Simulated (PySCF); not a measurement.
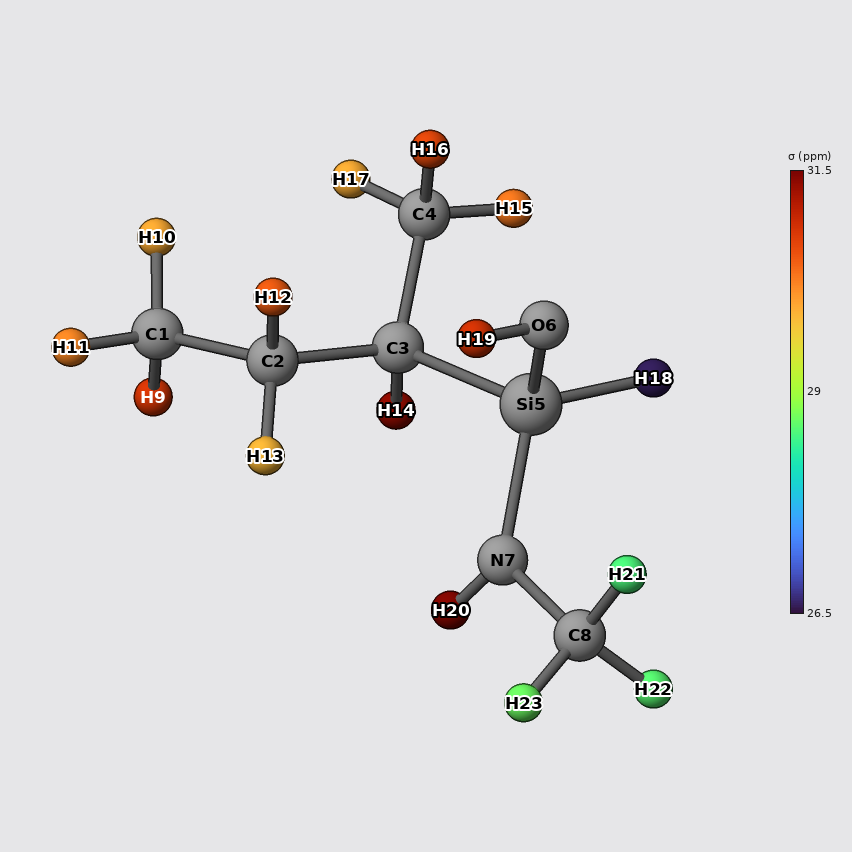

Atoms are coloured by their isotropic NMR shieldings (H only, the others grey). The computed structure is the end point of a PBE0-D3(BJ)/def2-SVP optimisation. No frequency run is at hand to confirm it as a minimum. Properties computed with GIAO PBE0/pcSseg-1 NMR shielding, non-relativistic, gas phase (PySCF 2.14.0).

Give the isotropic NMR shieldings of the H atoms atom by atom.

```json
{"atom": "H9", "σ (ppm)": "30.80"}
{"atom": "H10", "σ (ppm)": "29.95"}
{"atom": "H11", "σ (ppm)": "30.18"}
{"atom": "H12", "σ (ppm)": "30.48"}
{"atom": "H13", "σ (ppm)": "29.85"}
{"atom": "H14", "σ (ppm)": "31.34"}
{"atom": "H15", "σ (ppm)": "30.27"}
{"atom": "H16", "σ (ppm)": "30.62"}
{"atom": "H17", "σ (ppm)": "29.93"}
{"atom": "H18", "σ (ppm)": "26.61"}
{"atom": "H19", "σ (ppm)": "30.83"}
{"atom": "H20", "σ (ppm)": "31.42"}
{"atom": "H21", "σ (ppm)": "28.55"}
{"atom": "H22", "σ (ppm)": "28.60"}
{"atom": "H23", "σ (ppm)": "28.70"}
```
